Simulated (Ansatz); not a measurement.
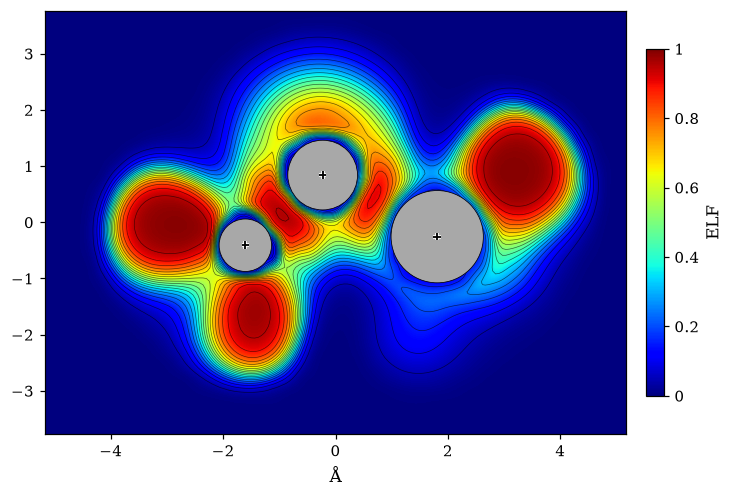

The electron localisation function on a plane through atoms (crosses mark nuclei in the plane; grey discs cover the cores).

Theory: isolated molecule in a Gaussian basis; Kohn-Sham density functional theory, functional PBE0 (Ansatz 0.2.0).

Candidates:
A. BH8NPSi (charge +1)
B. BClHSi2 (SMILES ClB1[Si]=[SiH]1) (doublet)
C. BFGeH4P (doublet)

Which system is this?

Candidate C: BFGeH4P on the plane of atoms B1, P4 and Ge3, which holds B, Ge and P. B–P (1.86 Å): the ELF peaks at about 0.95 between the atoms (a covalent bond). Ge–P (2.31 Å): the ELF peaks at about 0.90 between the atoms: a covalent bond.
